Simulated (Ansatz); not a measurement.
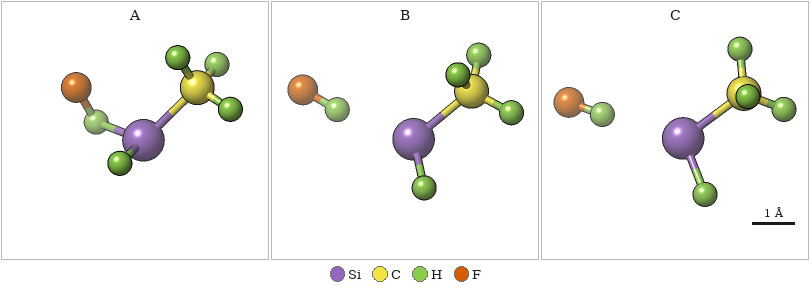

3 geometries from a converged minimum-energy path of CH5FSi, made up of CH4Si and HF, shuffled. The picture is a ball-and-stick view, seen at a tilt.

Theory: UKS BLYP-D4/def2-mTZVP in Ansatz 0.2.0. Run with 5 movable images; climbing image; force threshold 0.03 eV/Å; iteration limit 60; starting path through a guess of the saddle point.

**Which frame is the transition state?**

A. In order along the path, whose images run from 0 to 6: C (image 0, 0.0 kJ/mol), B (image 1, +1.8 kJ/mol), A (image 3, +22.6 kJ/mol). Breaking: F–H (0.97 → 2.52 Å). Forming: F–Si (3.27 → 1.64 Å), H–Si (2.31 → 1.49 Å).

Limits of the set-up: the start holds two separate molecules, 2.3 Å apart at their closest, whose relative position is a soft coordinate.
